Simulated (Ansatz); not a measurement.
# Lattice dynamics of YZn (Pm-3m), part 2 of 2

How does YZn (Pm-3m) vibrate, and is this structure a minimum?

Ansatz 0.2.0; DFT PBEsol, scalar-relativistic, plane waves, PAW; PAW set soft_1.

So far. Step 3 (Relaxing to small forces for the phonons): The forces vanish by symmetry and the pressure is 0.000 GPa, within the tolerances set. The cell now holds 21.82 Å³/atom. The relaxed cell has a = 3.521 Å (conventional setting).

## Step 4: Modes at Γ

The zone centre comes first: it holds the modes that light can see, as far as symmetry allows. No field response is asked, since the mesh shows no gap.

input.yaml

```yaml
crystal:
  lattice:
    - [3.5207530252, 0.0, 0.0]
    - [0.0, 3.5207530252, 0.0]
    - [0.0, 0.0, 3.5207530252]
  atoms:
    - { symbol: "Y", position: [0.0, 0.0, 0.0] }
    - { symbol: Zn, position: [0.5, 0.5, 0.5] }
kpoints:
  mp_grid: { grid: [12, 12, 12] }
hamiltonian:
  xc: pbesol
  pseudopotentials: { kind: paw, azcp: { folder: soft_1 }, xc_functional: pbe }
scf:
  occupations: { method: methfessel_paxton, width: 0.2 }
output:
  eigenvalues: true
phonons:
  method: dfpt
```

The run is started by

```sh
$ ansatz run input.yaml --threads 4 --pin off --max-ram 10240MiB --backend cpu --events-out ev --progress --plain --runs-dir out
```

Numbers of over 12 decimals in the logs are rounded to 6 here.

What it wrote:

```text
[...]
Crystal: 2 atoms, lattice volume = 43.642 Å³
Basis set: ecut = 420 eV, 847 PW (Γ), exchange–correlation on 48×48×48 points (8 copies of the dense FFT grid, shifted against one another)
Bands: 16, of which v1, the nominal top of the filled ones, is band 12 counted from 1 (11 counted from 0)
Symmetry: 48 space group operations
k-points: 196 of 1728 (irreducible under 8 space group operations, time reversal used)
[...]
SCF iter   1: F=—  HF=-7077.570885 eV  |F-HF|=—  |Δ(HF+E_count)|=         —  Δρ=1.03e-1  dr2=3.72e0  ethr=3.10e-3  ⟨swp⟩=5.0  Hψ=16420  notcnv=0
[...]
SCF iter  11: F=-7076.719967 eV  HF=-7076.719967 eV  |F-HF|=0.00e0  |Δ(HF+E_count)|=  1.82e-12  S|Δr|=    0.00e0  Δρ=1.14e-8  dr2=4.35e-14  ethr=1.00e-12  ⟨swp⟩=5.0  Hψ=12386  notcnv=0
SCF 1 converged in 11 iterations: F = -7076.719967 eV  dr2 = 4.35e-14
[...]
DFPT response loops at Γ: preconditioner auto → Kerker (q_TF=auto, 2.452 Å⁻¹) (partly filled bands, converged f_vac=0.000); β = 1.00, the filter's whole step (`scf.mixing.beta` (0.50) is not read by the response loops under this deck's `scf.mixing.preconditioner`; to damp them name `kerker` or `kerker_dos`, under which they read `scf.mixing.beta`, and type it under 1.00, their step now; both keys bind the ground state too); Broyden in place of MSR1
SCF converged after 11 iterations
[...]
Free energy (F): -7076.719967 eV
[...]
Internal energy: -7076.713902 eV  (E = F + TS)
E sigma→0 (E₀):  -7076.718450 eV
Entropy (-TS):   -0.006064 eV (-3.032 meV/atom)
Fermi energy:    10.794736 eV
[...]
--- Band table (eV; the first three rows and the last of 196) ---
  k-point 0: bands = [... 8 lower, 3.9179, 3.9179, 10.7366, 10.7366, 15.2587, 15.2587, 15.2587, 15.6524]
  k-point 1: bands = [... 8 lower, 3.9157, 3.9194, 10.7219, 10.7620, 14.5499, 14.5499, 15.2664, 15.3061]
  k-point 2: bands = [... 8 lower, 3.9237, 4.0579, 10.5588, 10.8338, 13.7756, 13.7756, 14.7880, 15.2877]
  k-point 195: bands = [... 8 lower, 4.0729, 8.8129, 8.8129, 8.8129, 10.4074, 16.2391, 16.2391, 16.2391]
--- Phonons (Γ-DFPT): 2 representative perturbations + reference, on 196 of 1728 k-points (Σ response iterations 6) ---
  k mesh reduced under 8 symmetry operations, with k and −k counted as one. Each operation leaves every solved perturbation unchanged. A smaller set is not used because it would not reduce the number of displacements times k-points to solve
  ASR residual: 1.265e-4 → 0.000e0 eV/Å²; symmetrization residual: 5.465e-6 eV/Å²
  ASR residual per site (eV/Å²): 2.84e-5 1.27e-4
  Γ frequencies (cm⁻¹): 0.00 0.00 0.00 147.96 147.96 147.96
  non-analytic LO–TO correction: not included (Born effective charges unavailable; polar crystals: no LO–TO splitting at Γ)
```

Run time: 7.9 s. Hardware: 4 threads of Arm Neoverse V2, shared host; peak memory 0.68 GiB; 28 s of CPU time.

In the SCF lines HF is the Harris–Foulkes energy and dr2 the Hartree energy of the density residual, in eV; the loop may stop once dr2 is under the threshold and the program's other checks hold. Hψ counts applications of the Hamiltonian.

Numbers from this step:

* sum-rule residual before enforcement: 1.27e-4 eV/Å²
* point group: m-3m
* highest optical mode at the zone centre (no LO-TO term): 148.0 cm⁻¹
* lowest optical zone-centre mode: 148.0 cm⁻¹

Patterns of degenerate modes are one choice out of their space. The modes at Γ (shares of kinetic energy by element, %):

```csv
mode,frequency (cm⁻¹),symmetry,Y %,Zn %
1,0.0,acoustic,58,42
2,0.0,acoustic,58,42
3,0.0,acoustic,58,42
4,148.0,T1u,42,58
5,148.0,T1u,42,58
6,148.0,T1u,42,58
```

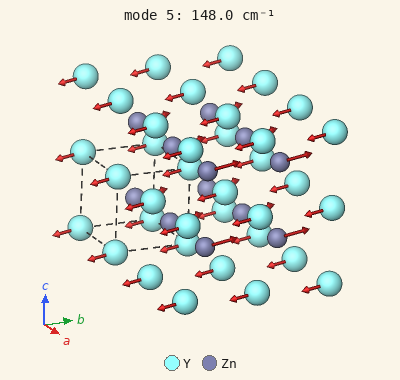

Displacement patterns of mode 5 at Γ; arrows are exaggerated. 3×2×2 cells are drawn. Some periodic images of atoms are drawn too.

Before it was imposed, the acoustic sum rule was missed by 1.3e-4 eV/Å². Small misses are needed for a sound result but don't prove that mesh and cutoff are converged. The lowest optical mode is real, 148 cm⁻¹.

## Step 5: The dispersion

Stability and thermal properties need the whole zone. Linear response on a 4×4×4 q mesh gives force constants as far as a supercell of that size would.

input.yaml: that of step 4 with these lines changed.

```diff
@@ -19 +19,8 @@
   method: dfpt
+  qmesh: [4, 4, 4]
+  temperatures: { t_max: 1000, t_step: 50 }
+  qpath:
+    path:
+      - [[0.0, 0.0, 0.0], [0.0, 0.5, 0.0], [0.5, 0.5, 0.0], [0.0, 0.0, 0.0], [0.5, 0.5, 0.5], [0.0, 0.5, 0.0]]
+      - [[0.5, 0.5, 0.5], [0.5, 0.5, 0.0]]
+    npoints: 10
```

What it wrote:

```text
[...]
Crystal: 2 atoms, lattice volume = 43.642 Å³
Basis set: ecut = 420 eV, 847 PW (Γ), exchange–correlation on 48×48×48 points (8 copies of the dense FFT grid, shifted against one another)
Bands: 16, of which v1, the nominal top of the filled ones, is band 12 counted from 1 (11 counted from 0)
Symmetry: 48 space group operations
k-points: 84 of 1728
[...]
SCF iter   1: F=—  HF=-7077.570740 eV  |F-HF|=—  |Δ(HF+E_count)|=         —  Δρ=1.03e-1  dr2=3.72e0  ethr=3.10e-3  ⟨swp⟩=5.0  Hψ=6955  notcnv=0
[...]
SCF iter  11: F=-7076.719967 eV  HF=-7076.719967 eV  |F-HF|=2.73e-12  |Δ(HF+E_count)|=  1.82e-12  S|Δr|=    0.00e0  Δρ=1.17e-8  dr2=4.69e-14  ethr=1.00e-12  ⟨swp⟩=5.0  Hψ=5303  notcnv=0
SCF 1 converged in 11 iterations: F = -7076.719967 eV  dr2 = 4.69e-14
[...]
phonons: the bands overlap, so this run is a metal and interpolates without the dipole-dipole term. If the crystal is really an insulator or semiconductor, its LO-TO splitting is missing
NSCF: frozen V_eff on 84 k-points
[...]
DFPT response loops at q = (0, 0, 0) (fractional): preconditioner auto → Kerker (q_TF=auto, 2.452 Å⁻¹) (partly filled bands, converged f_vac=0.000); β = 1.00, the filter's whole step (`scf.mixing.beta` (0.50) is not read by the response loops under this deck's `scf.mixing.preconditioner`; to damp them name `kerker` or `kerker_dos`, under which they read `scf.mixing.beta`, and type it under 1.00, their step now; both keys bind the ground state too); Broyden in place of MSR1
[...]
SCF converged after 11 iterations
[...]
Free energy (F): -7076.719967 eV
[...]
Internal energy: -7076.713902 eV  (E = F + TS)
E sigma→0 (E₀):  -7076.718450 eV
Entropy (-TS):   -0.006064 eV (-3.032 meV/atom)
Fermi energy:    10.794736 eV
[...]
--- Band table (eV; the first three rows and the last of 84) ---
  k-point 0: bands = [... 8 lower, 3.9179, 3.9179, 10.7366, 10.7366, 15.2587, 15.2587, 15.2587, 15.6524]
  k-point 1: bands = [... 8 lower, 3.9157, 3.9194, 10.7219, 10.7620, 14.5499, 14.5499, 15.2664, 15.3061]
  k-point 2: bands = [... 8 lower, 3.9237, 4.0579, 10.5588, 10.8338, 13.7756, 13.7756, 14.7880, 15.2877]
  k-point 83: bands = [... 8 lower, 4.0729, 8.8129, 8.8129, 8.8129, 10.4074, 16.2391, 16.2391, 16.2391]
--- Phonons (Γ-DFPT): 2 representative perturbations + reference (Σ response iterations 6) ---
  ASR residual: 1.221e-4 → 0.000e0 eV/Å²; symmetrization residual: 6.715e-6 eV/Å²
  ASR residual per site (eV/Å²): 2.25e-5 1.22e-4
  Γ frequencies (cm⁻¹): 0.00 0.00 0.00 147.96 147.96 147.96
--- Phonons (arbitrary-q DFPT): 10 irreducible q on the 4×4×4 mesh ---
  q = [0.0000, 0.0000, 0.0000] (star 1, of the zone-centre solve; hermiticity 4.43e-6, symmetrization 3.18e-13): -0.00 -0.00 0.00 147.96 147.96 147.96
  q = [0.0000, 0.0000, 0.2500] (star 6, 4 solved perturbations in 1848 linear systems a pass and spin channel, the states on 588 of 1728 k-point pairs; hermiticity 2.44e-6, symmetrization 5.00e-13): 63.44 63.44 83.15 139.98 139.98 145.76
[...]
q = [0.0000, 0.2500, -0.5000] (star 12, 6 solved perturbations on 588 of 1728 k-point pairs; hermiticity 3.57e-6, symmetrization 2.33e-8): 65.41 88.02 89.33 123.02 143.89 155.50
[...]
sum rule: each row above includes the acoustic sum rule's correction from the zone centre's row sums; it moved no ω² by more than (0.71 cm⁻¹)²
  mesh force constants: q→R imaginary residual 2.58e-18; ASR residual 1.221e-4 → 0.000e0 eV/Å²; symmetrization residual 3.109e-15 eV/Å²
  interpolated dispersion: 62 rows × 6 modes
  density of states and harmonic sums: on the 20×20×20 q-mesh, interpolated from the force constants of a 4×4×4 supercell (no non-analytic term)
  largest difference from the sums on the solved wave vectors: F 1.27e-2 eV, S 1.67e-5 and C_V 4.01e-6 eV/K
  zero-point energy: 0.041705 eV/cell   skipped modes (ω ≤ 0): 3   left out of the sums: 6.25e-5 of the cell's modes: C_V's classical limit lies that fraction below 3 k_B per atom; for a crystal, a wire or a layer, F and S can be off by more, and a phonons.interpolated_qmesh denser along its periods is the remedy for the sampling
```

Run time: 3.7 min. Hardware: 4 threads; peak memory 1.9 GiB; 14 min of CPU time.

Numbers from this step:

```yaml
sum_rule_residual_before_enforcement: 1.22e-4 eV/Å²
lowest_frequency_on_the_path: 0 cm⁻¹
highest_frequency_on_the_path_or_at_a_solved_wavevector: 172.6 cm⁻¹
mean_frequency: 112.1 cm⁻¹
debye_temperature_second_moment: 219 K
logarithmic_mean_frequency: 105.4 cm⁻¹
lowest_mode_on_the_q_mesh_acoustic_modes_at_gamma_apart: 37.44 cm⁻¹
zero_point_energy_per_atom: 20.85 meV
heat_capacity_at_300_k: 24.29 J/(mol atoms K)
vibrational_entropy_at_300_k: 42.30 J/(mol atoms K)
```

Frequencies (cm⁻¹) solved at each irreducible wavevector; negative means imaginary. Frequencies by wavevector, by row:

```csv
q in reciprocal lattice units,star,mode 1,mode 2,mode 3,mode 4,mode 5,mode 6
0 0 0,1,0,0,0,148,148,148
0 0 0.25,6,63.4,63.4,83.2,140,140,145.8
0 0 -0.5,3,106,107.8,107.8,121.2,121.2,146.7
0 0.25 0.25,12,51.3,74.5,113.5,129,131.7,151.7
0 0.25 -0.5,12,65.4,88,89.3,123,143.9,155.5
0 -0.5 -0.5,3,37.4,37.4,63.8,123.3,172.6,172.6
0.25 0.25 0.25,8,85.3,85.3,93.2,131.4,147.5,147.5
0.25 0.25 -0.5,12,51.6,94,116.1,135.6,136.4,158.6
0.25 -0.5 -0.5,6,74,74,118.5,126.5,165.3,165.3
-0.5 -0.5 -0.5,1,100.8,100.8,100.8,161.4,161.4,161.4
```

Interpolated from a 4×4×4 q mesh. The phonon branches at the labelled points (cm⁻¹):

```csv
point,branch 1,branch 2,branch 3,branch 4,branch 5,branch 6
Γ,0,0,0,148,148,148
X,106,108,108,121,121,147
M,37,37,64,123,173,173
Γ,0,0,0,148,148,148
R,101,101,101,161,161,161
X,106,108,108,121,121,147
jump to R,101,101,101,161,161,161
M,37,37,64,123,173,173
```

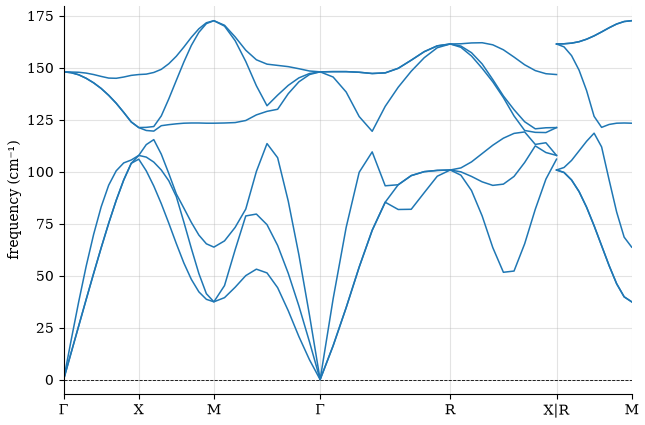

Phonon branches along the path.

The phonon density of states has structure finer than the step of the table below, so its rows give means over 10 cm⁻¹, whole bins alone (the curve runs from 1 to 173 cm⁻¹). Peaks (cm⁻¹: height): 111.0: 0.0612, 123.0: 0.146, 149.0: 0.119.

Tetrahedra on a 20×20×20 mesh, mean over bins of 2 cm-1. Interpolated from a 4×4×4 q mesh. Phonon density of states against wavenumber; means over each step:

```csv
wavenumber (cm⁻¹),phonon density of states (1/cm⁻¹/cell)
10,2.8e-4
20,0.00124
30,0.00261
40,0.00776
50,0.0268
60,0.0427
70,0.0360
80,0.0422
90,0.0435
100,0.0380
110,0.0534
120,0.0557
130,0.0522
140,0.0492
150,0.0827
160,0.0552
```

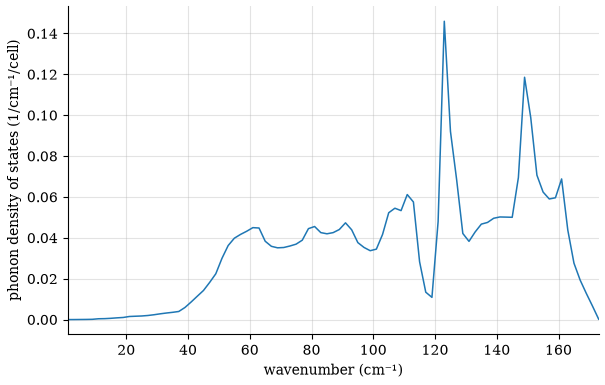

Phonon density of states, plotted against wavenumber.

The partial phonon density of states has structure finer than the step of the table below, so its rows give means over 10 cm⁻¹, whole bins alone (the curve runs from -10 to 187 cm⁻¹). Peaks (cm⁻¹: height): Y 80.4: 0.0227, 149.8: 0.0650; Zn 92.8: 0.0274, 111.4: 0.0376, 123.8: 0.0727, 149.8: 0.0347.

Phonopy on the run's constants, 17x17x17 mesh, Gaussian sigma 2.0 cm-1. Interpolated from a 4×4×4 q mesh. Table of partial phonon density of states by wavenumber; means over each step; values in 1/cm⁻¹/cell:

```csv
wavenumber (cm⁻¹),Y,Zn
0,3.4e-5,2.5e-5
10,2.1e-4,1.5e-4
20,8.0e-4,5.9e-4
30,0.00141,0.00104
40,0.00379,0.00487
50,0.0109,0.0167
60,0.0168,0.0239
70,0.0162,0.0200
80,0.0212,0.0210
90,0.0195,0.0233
100,0.0174,0.0217
110,0.0163,0.0330
120,0.0145,0.0430
130,0.0246,0.0294
140,0.0294,0.0202
150,0.0546,0.0269
160,0.0428,0.0114
170,0.00962,0.00277
180,5.7e-5,1.7e-5
```

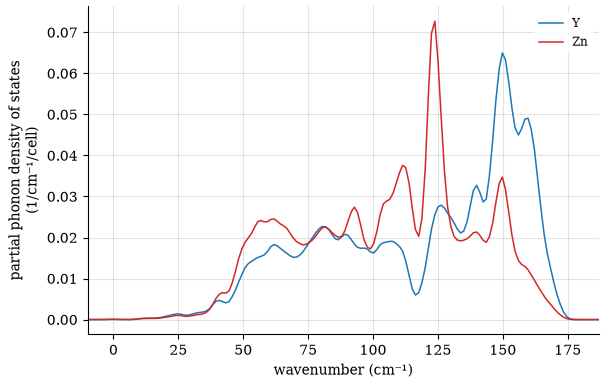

Partial phonon density of states against wavenumber.

Second derivatives of the energy by pair, one row for each kind of neighbour of each atom listed. Each entry sums the pair over the periodic images of the supercell that the q mesh stands for, and in a polar crystal it holds the long-range dipole part too. Force constants by pair, by row:

```csv
atom,neighbour,distance (Å),third of the trace (eV/Å²),along the pair's line (eV/Å²)
Y1,itself,0,5.056,–
Y1,Zn,3.049,-0.3527,-1.105
Y1,Y,3.521,-0.3876,-1.086
Y1,Y,4.979,0.0518,0.1751
Y1,Zn,5.839,-0.0097,-0.0041
Y1,Y,6.098,-0.0593,-0.2269
Y1,Y,7.042,0.0614,-0.0151
Zn2,itself,0,2.94,–
Zn2,Y,3.049,-0.3527,-1.105
Zn2,Zn,3.521,0.0892,0.3425
Zn2,Zn,4.979,-0.0015,-0.0216
Zn2,Y,5.839,-0.0097,-0.0041
Zn2,Zn,6.098,-0.0242,-0.05
Zn2,Zn,7.042,-0.0393,-0.1396
```

Harmonic thermodynamic functions per atom, from the density of states. Interpolated from a 4×4×4 q mesh. Thermodynamic functions, by row:

```csv
T (K),F_vib (meV/atom),S (J/mol-atom/K),C_V (J/mol-atom/K)
0,20.85,0,0
50,19.89,6.094,11.66
100,13.75,17.3,19.94
200,-12.8,32.59,23.52
300,-51.92,42.3,24.29
400,-99.57,49.33,24.57
500,-153.7,54.83,24.7
600,-212.9,59.34,24.78
700,-276.4,63.16,24.82
800,-343.6,66.48,24.85
900,-414.1,69.41,24.87
1000,-487.4,72.03,24.88
```

Harmonic mean-square displacement, third of the trace. Interpolated from a 4×4×4 q mesh. Mean square displacements, by row:

```csv
T (K),Y1 U_eq (Å²),Zn2 U_eq (Å²)
0,0.00185,0.00279
100,0.00364,0.00564
300,0.00978,0.01534
600,0.01933,0.03038
```

Symmetry leaves 10 wavevectors to solve. The lowest mode among them, the acoustic zeros apart, lies at q = (0, -0.5, -0.5) and is real, 37.4 cm⁻¹.

## Step 6: Isotope substitution

An isotope changes the mass and not the force constants, so no new electronic calculation is needed; the shifts show which modes move this element.

The same force constants with the mass of Zn changed from 65.380 to 67.925 u (phonopy, no LO-TO term). Both lists are sorted by frequency; levels can cross, so a row need not hold one and the same mode. Modes under 3 cm⁻¹ are left out. Isotope shifts, by row:

```csv
q,rank,natural mass (cm⁻¹),changed mass (cm⁻¹)
0 0 0,4,148,146.3
0 0 0,5,148,146.3
0 0 0,6,148,146.3
0 0 0.25,1,63.44,62.99
0 0 0.25,2,63.44,62.99
0 0 0.25,3,83.15,82.23
0 0 0.25,4,140,138.3
0 0 0.25,5,140,138.3
0 0 0.25,6,145.8,144.6
0 0 -0.5,1,106,104
0 0 -0.5,2,107.8,107.8
0 0 -0.5,3,107.8,107.8
0 0 -0.5,4,121.2,118.9
0 0 -0.5,5,121.2,118.9
0 0 -0.5,6,146.7,146.7
0 0.25 0.25,1,51.34,50.8
0 0.25 0.25,2,74.5,74.16
0 0.25 0.25,3,113.5,111.4
0 0.25 0.25,4,129,128.9
0 0.25 0.25,5,131.7,129.8
0 0.25 0.25,6,151.7,150.4
```

A mode of this element alone would shift by -1.89 %. The highest zone-centre frequency without the field goes from 148.0 to 146.3 cm⁻¹ (-1.1 %). The product of the frequency ratios over all optical modes at Γ is 0.968; the product rule, (m/m′)^(3k/2) (M′/M)^(3/2) with k = 1 such atoms and M the mass of the cell, gives 0.968.

## Step 7: Summary of results

| Property | Result |
| --- | --- |
| space group after relaxation (within 0.01 Å) | Pm-3m |
| volume per atom | 21.8 Å³ |
| electronic character | no gap on this mesh |
| highest optical mode at the zone centre (no LO-TO term) | 148 cm⁻¹ |
| lowest optical zone-centre mode | 148 cm⁻¹ |
| lowest mode on the q mesh (acoustic modes at Γ apart) | 37.4 cm⁻¹ |
| highest frequency on the path or at a solved wavevector | 173 cm⁻¹ |
| zero-point energy per atom | 20.9 meV |
| heat capacity at 300 K | 24.3 J/(mol atoms K) |
| vibrational entropy at 300 K | 42.3 J/(mol atoms K) |
| Debye temperature (second moment) | 219 K |
| imaginary modes on the 4×4×4 q mesh | none |

The structure is a minimum as far as tested: no mode is imaginary at the 10 irreducible wavevectors of the 4×4×4 mesh, and the softest away from the acoustic zeros lies at 37 cm⁻¹. The optical modes at Γ form one degenerate level at 148 cm⁻¹. With no gap, or one that is small against the smearing, the frequencies hang on the k mesh and the smearing, most of all near Kohn anomalies. The phonon runs are without spin polarisation, although the cell has an odd electron count. The PAW files were made for PBE and serve the other functionals too. These are harmonic frequencies at zero temperature: anharmonic shifts, linewidths and thermal expansion are left out.

[Logs are printed without paths, hosts, clocks, repeated set-up lines and the standing remarks that a program may print on its own settings, such as how far it seeks lower states.]

[Hosts, paths, dates, database ids (printed as entryN), source tags and the programs' standing remarks are cut or masked in the printed files.]
